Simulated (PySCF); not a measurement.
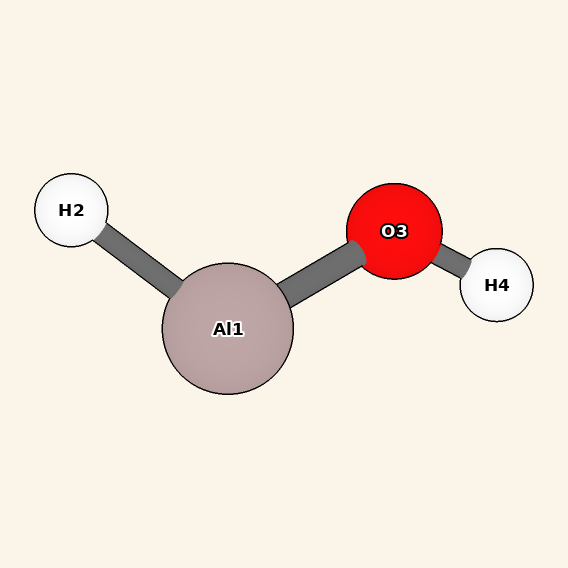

The thickness of each stick grows with its Mayer bond order. State: neutral, doublet. The geometry was computed by an optimisation with PBE0/def2-TZVP. Method: PBE0/def2-TZVP (PySCF 2.14.0).

List the Mayer bond orders of Al1–H2, Al1–O3, O3–H4.

| bond | Mayer order | length (Å) |
| --- | --- | --- |
| Al1–H2 | 0.92 | 1.604 |
| Al1–O3 | 1.19 | 1.702 |
| O3–H4 | 0.88 | 0.956 |
